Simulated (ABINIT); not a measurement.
# BiBSe3 (Pm-3m): zone-centre phonons, part 3 of 3

Aim: the zone-centre modes of BiBSe3 (Pm-3m).

ABINIT 10.8.3; DFT LDA, scalar-relativistic, plane waves, HGH norm-conserving pseudopotentials.

So far. Step 5 (Relaxing the cell and atoms): The volume changes by -0.7 % in this run and stands +11.3 % from the first cell. Step 7 (Zone-centre response): The acoustic modes at Γ come out as far as 5.9 cm⁻¹ from zero, where they should vanish, a small numerical error. The lowest optical mode is imaginary, 365i cm⁻¹, an instability at this level and on this k mesh. The relaxed cell has a = 4.524 Å (conventional setting).

The structure was built from a prototype and need not be the compound's stable phase.

### Step 8. Modes with the sum rule

anaddb reads the merged derivatives and imposes the acoustic sum rule.

anaddb.abi

```
ddb_filepath "gamma_DDB"
output_file "anaddb.abo"
outdata_prefix "anaddb"
asr 1
chneut 1
enunit 2
eivec 1
nph1l 1
qph1l 0.0 0.0 0.0 1.0
```

mrgddb.in

```
gamma_DDB
merged
2
dfpt_gammao_DDB
gso_DDB
```

Run with:

```
$ mrgddb < mrgddb.in > mrgddb.log
$ OMP_NUM_THREADS=1 anaddb anaddb.abi > anaddb.log
```

anaddb.abo, the main output file:

```text
-outvars_anaddb: echo values of input variables ----------------------

 Miscellaneous information :
      enunit         2
       eivec         1
         asr         1
 First list of wavevector (reduced coord.) :
       nph1l         1
       qph1l
                     0.00000000E+00  0.00000000E+00  0.00000000E+00    1.000E+00

================================================================================

 read the DDB information and perform some checks

  ==== Info on the Cryst% object ====
 Real(R)+Recip(G) space primitive vectors, cartesian coordinates (Bohr,Bohr^-1):
 R(1)=  8.5491125  0.0000000  0.0000000  G(1)=  0.1169712  0.0000000  0.0000000
 R(2)=  0.0000000  8.5491125  0.0000000  G(2)=  0.0000000  0.1169712  0.0000000
 R(3)=  0.0000000  0.0000000  8.5491125  G(3)=  0.0000000  0.0000000  0.1169712
 Unit cell volume ucvol=  6.2483176E+02 bohr^3
 Angles (23,13,12)=  9.00000000E+01  9.00000000E+01  9.00000000E+01 degrees
 Time-reversal symmetry is present
 Reduced atomic positions [iatom, xred, symbol]:
    1)    0.0000000  0.0000000  0.0000000  Bi
    2)    0.5000000  0.5000000  0.5000000   B
    3)    0.5000000  0.5000000  0.0000000  Se
    4)    0.5000000  0.0000000  0.5000000  Se
    5)    0.0000000  0.5000000  0.5000000  Se

 DDB file with 3 blocks has been read.

================================================================================

 Treat the first list of vectors

  Phonon wavevector (reduced coordinates) :  0.00000  0.00000  0.00000
 Phonon energies in Hartree :
  -1.670332E-03 -1.670332E-03 -1.670332E-03 -1.969019E-04 -1.969019E-04
  -1.969019E-04  1.626900E-08  1.640890E-08  1.682160E-08  1.398380E-04
   1.398380E-04  1.398380E-04  6.990625E-04  6.990625E-04  6.990625E-04
 Phonon energies in meV     :
- -4.545205E+01 -4.545205E+01 -4.545205E+01 -5.357974E+00 -5.357974E+00
- -5.357974E+00  4.427021E-04  4.465089E-04  4.577391E-04  3.805187E+00
-  3.805187E+00  3.805187E+00  1.902246E+01  1.902246E+01  1.902246E+01
 Phonon frequencies in cm-1    :
- -3.665955E+02 -3.665955E+02 -3.665955E+02 -4.321498E+01 -4.321498E+01
- -4.321498E+01  3.570634E-03  3.601337E-03  3.691915E-03  3.069090E+01
-  3.069090E+01  3.069090E+01  1.534265E+02  1.534265E+02  1.534265E+02
 Phonon frequencies in Thz     :
- -1.099026E+01 -1.099026E+01 -1.099026E+01 -1.295552E+00 -1.295552E+00
- -1.295552E+00  1.070449E-04  1.079654E-04  1.106808E-04  9.200901E-01
-  9.200901E-01  9.200901E-01  4.599610E+00  4.599610E+00  4.599610E+00
 Phonon energies in Kelvin  :
- -5.274491E+02 -5.274491E+02 -5.274491E+02 -6.217671E+01 -6.217671E+01
- -6.217671E+01  5.137345E-03  5.181521E-03  5.311841E-03  4.415736E+01
-  4.415736E+01  4.415736E+01  2.207465E+02  2.207465E+02  2.207465E+02

 Eigendisplacements
 (will be given, for each mode : in cartesian coordinates
   for each atom the real part of the displacement vector,
   then the imaginary part of the displacement vector - absolute values smaller than 1.0d-7 are set to zero)
  Mode number    1   Energy   -1.670332E-03
 Attention : low frequency mode.
   (Could be unstable or acoustic mode)
-  1  0.00000000E+00  0.00000000E+00  1.12897058E-05
-     0.00000000E+00  0.00000000E+00  0.00000000E+00
-  2  0.00000000E+00  0.00000000E+00  6.84173858E-03
-     0.00000000E+00  0.00000000E+00  0.00000000E+00
-  3  0.00000000E+00  0.00000000E+00 -7.11017800E-04
-     0.00000000E+00  0.00000000E+00  0.00000000E+00
-  4  0.00000000E+00  0.00000000E+00 -1.27794389E-04
-     0.00000000E+00  0.00000000E+00  0.00000000E+00
-  5  0.00000000E+00  0.00000000E+00 -1.27794389E-04
-     0.00000000E+00  0.00000000E+00  0.00000000E+00
  Mode number    2   Energy   -1.670332E-03
 Attention : low frequency mode.
   (Could be unstable or acoustic mode)
-  1  0.00000000E+00  1.12897058E-05  0.00000000E+00
-     0.00000000E+00  0.00000000E+00  0.00000000E+00
-  2  1.31652601E-07  6.84173858E-03  0.00000000E+00
-     0.00000000E+00  0.00000000E+00  0.00000000E+00
-  3  0.00000000E+00 -1.27794389E-04  0.00000000E+00
-     0.00000000E+00  0.00000000E+00  0.00000000E+00
-  4  0.00000000E+00 -7.11017800E-04  0.00000000E+00
-     0.00000000E+00  0.00000000E+00  0.00000000E+00
-  5  0.00000000E+00 -1.27794389E-04  0.00000000E+00
-     0.00000000E+00  0.00000000E+00  0.00000000E+00
  Mode number    3   Energy   -1.670332E-03
 Attention : low frequency mode.
   (Could be unstable or acoustic mode)
-  1  1.12897058E-05  0.00000000E+00  0.00000000E+00
-     0.00000000E+00  0.00000000E+00  0.00000000E+00
-  2  6.84173858E-03 -1.31652601E-07  0.00000000E+00
-     0.00000000E+00  0.00000000E+00  0.00000000E+00
-  3 -1.27794389E-04  0.00000000E+00  0.00000000E+00
-     0.00000000E+00  0.00000000E+00  0.00000000E+00
-  4 -1.27794389E-04  0.00000000E+00  0.00000000E+00
-     0.00000000E+00  0.00000000E+00  0.00000000E+00
-  5 -7.11017800E-04  0.00000000E+00  0.00000000E+00
-     0.00000000E+00  0.00000000E+00  0.00000000E+00
  Mode number    4   Energy   -1.969019E-04
 Attention : low frequency mode.
   (Could be unstable or acoustic mode)
-  1  0.00000000E+00  0.00000000E+00  1.19202470E-03
-     0.00000000E+00  0.00000000E+00  0.00000000E+00
-  2  0.00000000E+00  0.00000000E+00 -1.01754145E-03
-     0.00000000E+00  0.00000000E+00  0.00000000E+00
-  3  0.00000000E+00  0.00000000E+00 -9.12404680E-04
-     0.00000000E+00  0.00000000E+00  0.00000000E+00
-  4  0.00000000E+00  0.00000000E+00 -1.05181282E-03
-     0.00000000E+00  0.00000000E+00  0.00000000E+00
-  5  0.00000000E+00  0.00000000E+00 -1.05181282E-03
-     0.00000000E+00  0.00000000E+00  0.00000000E+00
  Mode number    5   Energy   -1.969019E-04
 Attention : low frequency mode.
   (Could be unstable or acoustic mode)
-  1  0.00000000E+00  1.19202470E-03  0.00000000E+00
-     0.00000000E+00  0.00000000E+00  0.00000000E+00
-  2  0.00000000E+00 -1.01754145E-03  0.00000000E+00
-     0.00000000E+00  0.00000000E+00  0.00000000E+00
-  3  0.00000000E+00 -1.05181282E-03  0.00000000E+00
-     0.00000000E+00  0.00000000E+00  0.00000000E+00
-  4  0.00000000E+00 -9.12404680E-04  0.00000000E+00
-     0.00000000E+00  0.00000000E+00  0.00000000E+00
-  5  0.00000000E+00 -1.05181282E-03  0.00000000E+00
-     0.00000000E+00  0.00000000E+00  0.00000000E+00
  Mode number    6   Energy   -1.969019E-04
 Attention : low frequency mode.
   (Could be unstable or acoustic mode)
-  1  1.19202470E-03  0.00000000E+00  0.00000000E+00
-     0.00000000E+00  0.00000000E+00  0.00000000E+00
-  2 -1.01754145E-03  0.00000000E+00  0.00000000E+00
-     0.00000000E+00  0.00000000E+00  0.00000000E+00
-  3 -1.05181282E-03  0.00000000E+00  0.00000000E+00
-     0.00000000E+00  0.00000000E+00  0.00000000E+00
-  4 -1.05181282E-03  0.00000000E+00  0.00000000E+00
-     0.00000000E+00  0.00000000E+00  0.00000000E+00
-  5 -9.12404680E-04  0.00000000E+00  0.00000000E+00
-     0.00000000E+00  0.00000000E+00  0.00000000E+00
  Mode number    7   Energy    1.626900E-08
 Attention : low frequency mode.
   (Could be unstable or acoustic mode)
-  1  0.00000000E+00  0.00000000E+00  1.09610604E-03
-     0.00000000E+00  0.00000000E+00  0.00000000E+00
-  2  0.00000000E+00  0.00000000E+00  1.09591802E-03
-     0.00000000E+00  0.00000000E+00  0.00000000E+00
-  3  0.00000000E+00  0.00000000E+00  1.09595895E-03
-     0.00000000E+00  0.00000000E+00  0.00000000E+00
-  4  0.00000000E+00  0.00000000E+00  1.09594055E-03
-     0.00000000E+00  0.00000000E+00  0.00000000E+00
-  5  0.00000000E+00  0.00000000E+00  1.09594055E-03
-     0.00000000E+00  0.00000000E+00  0.00000000E+00
  Mode number    8   Energy    1.640890E-08
 Attention : low frequency mode.
   (Could be unstable or acoustic mode)
-  1  0.00000000E+00  1.09610604E-03  0.00000000E+00
-     0.00000000E+00  0.00000000E+00  0.00000000E+00
-  2  0.00000000E+00  1.09591802E-03  0.00000000E+00
-     0.00000000E+00  0.00000000E+00  0.00000000E+00
-  3  0.00000000E+00  1.09594055E-03  0.00000000E+00
-     0.00000000E+00  0.00000000E+00  0.00000000E+00
-  4  0.00000000E+00  1.09595895E-03  0.00000000E+00
-     0.00000000E+00  0.00000000E+00  0.00000000E+00
-  5  0.00000000E+00  1.09594055E-03  0.00000000E+00
-     0.00000000E+00  0.00000000E+00  0.00000000E+00
  Mode number    9   Energy    1.682160E-08
 Attention : low frequency mode.
   (Could be unstable or acoustic mode)
-  1  1.09610604E-03  0.00000000E+00  0.00000000E+00
-     0.00000000E+00  0.00000000E+00  0.00000000E+00
-  2  1.09591802E-03  0.00000000E+00  0.00000000E+00
-     0.00000000E+00  0.00000000E+00  0.00000000E+00
-  3  1.09594055E-03  0.00000000E+00  0.00000000E+00
-     0.00000000E+00  0.00000000E+00  0.00000000E+00
-  4  1.09594055E-03  0.00000000E+00  0.00000000E+00
-     0.00000000E+00  0.00000000E+00  0.00000000E+00
-  5  1.09595895E-03  0.00000000E+00  0.00000000E+00
-     0.00000000E+00  0.00000000E+00  0.00000000E+00
  Mode number   10   Energy    1.398380E-04
-  1  0.00000000E+00  0.00000000E+00  0.00000000E+00
-     0.00000000E+00  0.00000000E+00  0.00000000E+00
-  2  0.00000000E+00  0.00000000E+00  0.00000000E+00
-     0.00000000E+00  0.00000000E+00  0.00000000E+00
-  3  0.00000000E+00  0.00000000E+00  0.00000000E+00
-     0.00000000E+00  0.00000000E+00  0.00000000E+00
-  4  0.00000000E+00  0.00000000E+00  1.86380890E-03
-     0.00000000E+00  0.00000000E+00  0.00000000E+00
-  5  0.00000000E+00  0.00000000E+00 -1.86380890E-03
-     0.00000000E+00  0.00000000E+00  0.00000000E+00
  Mode number   11   Energy    1.398380E-04
-  1  0.00000000E+00  0.00000000E+00  0.00000000E+00
-     0.00000000E+00  0.00000000E+00  0.00000000E+00
-  2  0.00000000E+00  0.00000000E+00  0.00000000E+00
-     0.00000000E+00  0.00000000E+00  0.00000000E+00
-  3  0.00000000E+00 -1.86380890E-03  0.00000000E+00
-     0.00000000E+00  0.00000000E+00  0.00000000E+00
-  4  0.00000000E+00  0.00000000E+00  0.00000000E+00
-     0.00000000E+00  0.00000000E+00  0.00000000E+00
-  5  0.00000000E+00  1.86380890E-03  0.00000000E+00
-     0.00000000E+00  0.00000000E+00  0.00000000E+00
  Mode number   12   Energy    1.398380E-04
-  1  0.00000000E+00  0.00000000E+00  0.00000000E+00
-     0.00000000E+00  0.00000000E+00  0.00000000E+00
-  2  0.00000000E+00  0.00000000E+00  0.00000000E+00
-     0.00000000E+00  0.00000000E+00  0.00000000E+00
-  3  1.86380890E-03  0.00000000E+00  0.00000000E+00
-     0.00000000E+00  0.00000000E+00  0.00000000E+00
-  4 -1.86380890E-03  0.00000000E+00  0.00000000E+00
-     0.00000000E+00  0.00000000E+00  0.00000000E+00
-  5  0.00000000E+00  0.00000000E+00  0.00000000E+00
-     0.00000000E+00  0.00000000E+00  0.00000000E+00
  Mode number   13   Energy    6.990625E-04
-  1  0.00000000E+00  0.00000000E+00  5.03191223E-05
-     0.00000000E+00  0.00000000E+00  0.00000000E+00
-  2  0.00000000E+00  0.00000000E+00 -1.30266645E-03
-     0.00000000E+00  0.00000000E+00  0.00000000E+00
-  3  0.00000000E+00  0.00000000E+00 -2.09962201E-03
-     0.00000000E+00  0.00000000E+00  0.00000000E+00
-  4  0.00000000E+00  0.00000000E+00  1.07240678E-03
-     0.00000000E+00  0.00000000E+00  0.00000000E+00
-  5  0.00000000E+00  0.00000000E+00  1.07240678E-03
-     0.00000000E+00  0.00000000E+00  0.00000000E+00
  Mode number   14   Energy    6.990625E-04
-  1  0.00000000E+00 -5.03191223E-05  0.00000000E+00
-     0.00000000E+00  0.00000000E+00  0.00000000E+00
-  2  0.00000000E+00  1.30266645E-03  0.00000000E+00
-     0.00000000E+00  0.00000000E+00  0.00000000E+00
-  3  0.00000000E+00 -1.07240678E-03  0.00000000E+00
-     0.00000000E+00  0.00000000E+00  0.00000000E+00
-  4  0.00000000E+00  2.09962201E-03  0.00000000E+00
-     0.00000000E+00  0.00000000E+00  0.00000000E+00
-  5  0.00000000E+00 -1.07240678E-03  0.00000000E+00
-     0.00000000E+00  0.00000000E+00  0.00000000E+00
  Mode number   15   Energy    6.990625E-04
-  1  5.03191223E-05  0.00000000E+00  0.00000000E+00
-     0.00000000E+00  0.00000000E+00  0.00000000E+00
-  2 -1.30266645E-03  0.00000000E+00  0.00000000E+00
-     0.00000000E+00  0.00000000E+00  0.00000000E+00
-  3  1.07240678E-03  0.00000000E+00  0.00000000E+00
-     0.00000000E+00  0.00000000E+00  0.00000000E+00
-  4  1.07240678E-03  0.00000000E+00  0.00000000E+00
-     0.00000000E+00  0.00000000E+00  0.00000000E+00
-  5 -2.09962201E-03  0.00000000E+00  0.00000000E+00
-     0.00000000E+00  0.00000000E+00  0.00000000E+00

 Analysis of degeneracies and characters (maximum tolerance=1.00E-06 a.u.)
 For each vibration mode, or group of modes if degenerate,
 the characters are given for each symmetry operation (see the list in the log file).
 Symmetry characters of vibration mode #   1
       degenerate with vibration modes #   2 to    3
  3.0 -3.0 -1.0  1.0 -1.0  1.0 -1.0  1.0  1.0 -1.0 -1.0  1.0  1.0 -1.0 -1.0  1.0
 -0.0  0.0 -0.0  0.0  0.0 -0.0  0.0 -0.0  1.0 -1.0 -1.0  1.0 -1.0  1.0  1.0 -1.0
 -0.0  0.0  0.0 -0.0  0.0 -0.0 -0.0  0.0  1.0 -1.0  1.0 -1.0 -1.0  1.0 -1.0  1.0
 Symmetry characters of vibration mode #   4
       degenerate with vibration modes #   5 to    6
  3.0 -3.0 -1.0  1.0 -1.0  1.0 -1.0  1.0  1.0 -1.0 -1.0  1.0  1.0 -1.0 -1.0  1.0
 -0.0  0.0 -0.0  0.0  0.0 -0.0  0.0 -0.0  1.0 -1.0 -1.0  1.0 -1.0  1.0  1.0 -1.0
 -0.0  0.0  0.0 -0.0  0.0 -0.0 -0.0  0.0  1.0 -1.0  1.0 -1.0 -1.0  1.0 -1.0  1.0
 Symmetry characters of vibration mode #   7
       degenerate with vibration modes #   8 to    9
  3.0 -3.0 -1.0  1.0 -1.0  1.0 -1.0  1.0  1.0 -1.0 -1.0  1.0  1.0 -1.0 -1.0  1.0
 -0.0  0.0  0.0 -0.0 -0.0  0.0  0.0 -0.0  1.0 -1.0 -1.0  1.0 -1.0  1.0  1.0 -1.0
 -0.0  0.0 -0.0  0.0  0.0 -0.0  0.0 -0.0  1.0 -1.0  1.0 -1.0 -1.0  1.0 -1.0  1.0
 Symmetry characters of vibration mode #  10
       degenerate with vibration modes #  11 to   12
  3.0 -3.0 -1.0  1.0 -1.0  1.0 -1.0  1.0 -1.0  1.0  1.0 -1.0 -1.0  1.0  1.0 -1.0
 -0.0  0.0 -0.0  0.0  0.0 -0.0  0.0 -0.0 -1.0  1.0  1.0 -1.0  1.0 -1.0 -1.0  1.0
 -0.0  0.0  0.0 -0.0  0.0 -0.0 -0.0  0.0 -1.0  1.0 -1.0  1.0  1.0 -1.0  1.0 -1.0
 Symmetry characters of vibration mode #  13
       degenerate with vibration modes #  14 to   15
  3.0 -3.0 -1.0  1.0 -1.0  1.0 -1.0  1.0  1.0 -1.0 -1.0  1.0  1.0 -1.0 -1.0  1.0
 -0.0  0.0 -0.0  0.0  0.0 -0.0  0.0 -0.0  1.0 -1.0 -1.0  1.0 -1.0  1.0  1.0 -1.0
 -0.0  0.0  0.0 -0.0  0.0 -0.0 -0.0  0.0  1.0 -1.0  1.0 -1.0 -1.0  1.0 -1.0  1.0
-
```

Run time: 0.49 s. Hardware: 1 thread of Arm Neoverse V2, shared host.

Numbers from this step:

```yaml
highest_optical_zone_centre_mode_no_lo_to_term: 153.4 cm⁻¹
lowest_optical_zone_centre_mode: -366.6 cm⁻¹
```

No LO-TO term; unit eigenvectors of the mass-weighted matrix, from anaddb's displacements. Modes at Γ, with each element's share of the kinetic energy (negative means imaginary):

```tsv
mode	frequency (cm⁻¹)	symmetry	Bi %	B %	Se %
1	-366.6	T1u	0	92	8
2	-366.6	T1u	0	92	8
3	-366.6	T1u	0	92	8
4	-43.2	T1u	54	2	44
5	-43.2	T1u	54	2	44
6	-43.2	T1u	54	2	44
7	0.0	acoustic	46	2	52
8	0.0	acoustic	46	2	52
9	0.0	acoustic	46	2	52
10	30.7	T2u	0	0	100
11	30.7	T2u	0	0	100
12	30.7	T2u	0	0	100
13	153.4	T1u	0	3	97
14	153.4	T1u	0	3	97
15	153.4	T1u	0	3	97
```

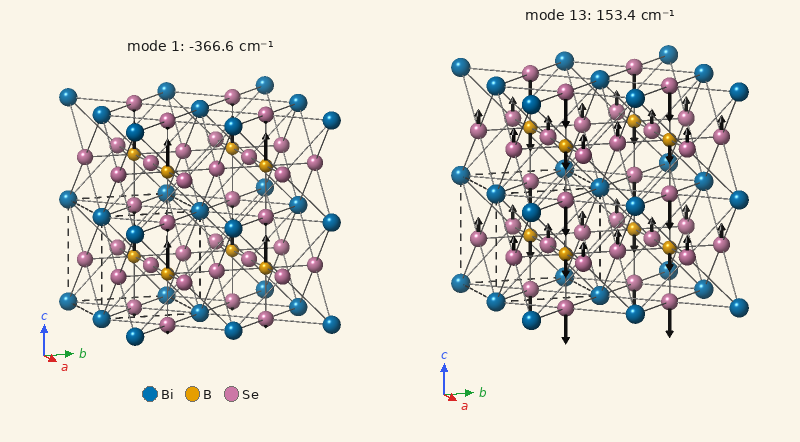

Displacement patterns of modes 1 and 13 at Γ; arrows are exaggerated. 2×2×2 cells are drawn. Some periodic images of atoms are drawn too.

The rule also moves an optical mode by 1.7 cm⁻¹.

### Step 9. What came out

```yaml
space_group_after_relaxation: Pm-3m
volume_per_atom: 18.5 Å³
highest_optical_zone_centre_mode_no_lo_to_term: 153.4 cm⁻¹
lowest_optical_zone_centre_mode: -366.6 cm⁻¹
imaginary_optical_modes_at_the_zone_centre_no_q_mesh_in_this_session: yes
```

**Reading.** At the LDA level the optical modes of BiBSe3 (Pm-3m) at the zone centre run from 367i to 153 cm⁻¹, so the structure is a saddle point, with 6 modes beyond 10i cm⁻¹ there. These are harmonic frequencies at zero temperature: anharmonic shifts and linewidths and thermal expansion are left out. Spin-orbit coupling is left out, which can matter for the heavy elements here. The HGH files keep few electrons and have no core correction, which is cheap but rough for Bi. In a metal the frequencies hang on the k mesh and the smearing, most of all near Kohn anomalies. The structure is a hypothetical one, built on a prototype.

[Host names and launcher messages were left out of these logs when they were recorded.]

[Logs are printed without paths, hosts, clocks, repeated set-up lines and the standing remarks that a program may print on its own settings, such as how far it seeks lower states.]

[Hosts, paths, dates, database ids (printed as entryN), source tags and the programs' standing remarks are cut or masked in the printed files.]
